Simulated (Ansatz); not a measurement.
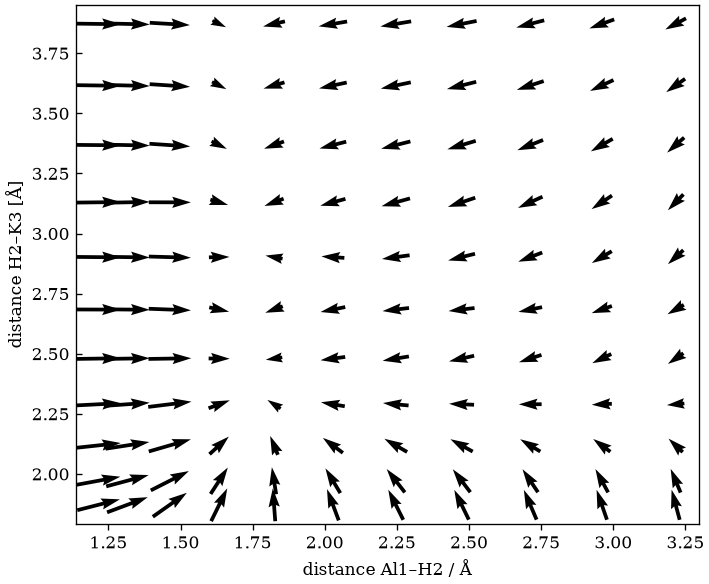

The system Al + HK, spin multiplicity 2. The first coordinate is: distance Al1–H2; the second: distance H2–K3. Nothing is relaxed (the angle Al1–H2–K3 is fixed at 120 degrees). The scan uses an 11 × 11 grid. Points are written as (first, second). The calculation used UKS PBE0-D4/def2-SVPD in Ansatz.

The picture shows arrows along the force (downhill), their lengths compressed.

**The arrows alone are given. Where is the energy lowest?**

The arrows converge at about (1.736 Å, 2.445 Å) (read from the interpolated surface).

The energy map of the same scan:

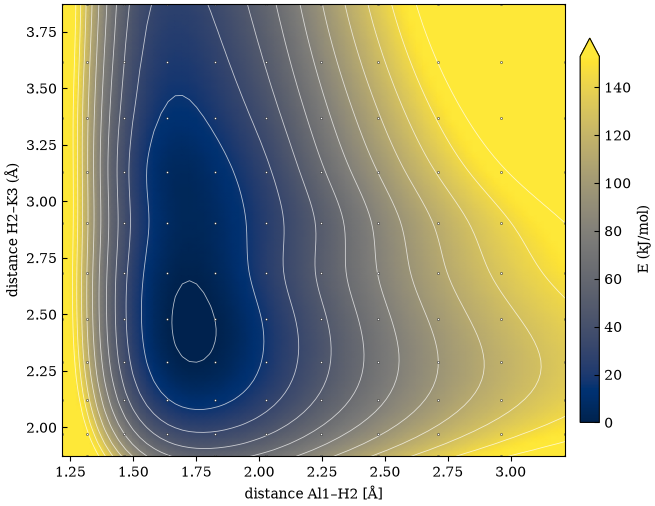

Energies are in kJ/mol, from the lowest grid point; between grid points the surface is interpolated.
